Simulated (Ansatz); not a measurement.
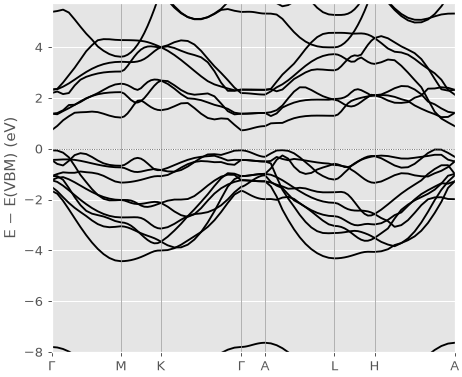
Figure. Band structure from the program Ansatz at the PBE level (PAW)

The gap is 0.73 eV; an edge lies off the plotted path or next to a special point (maximum off the standard path, minimum at Γ).

The material is Bi$_{2}$Te$_{3}$ (La2O3 or Ni2Al3 type, P-3m1).

A made-up cell: these elements were put on the sites of a structure type; neither database checked (COD, Materials Project) lists it. It is not the phase usual at ambient conditions (space group No. 166). Symmetry was held in the PBE relaxation; whether a distortion lowers the energy is not shown. Spin–orbit coupling is left out wherever it is not named.

Potentials: the earlier of the program's two PAW sets.
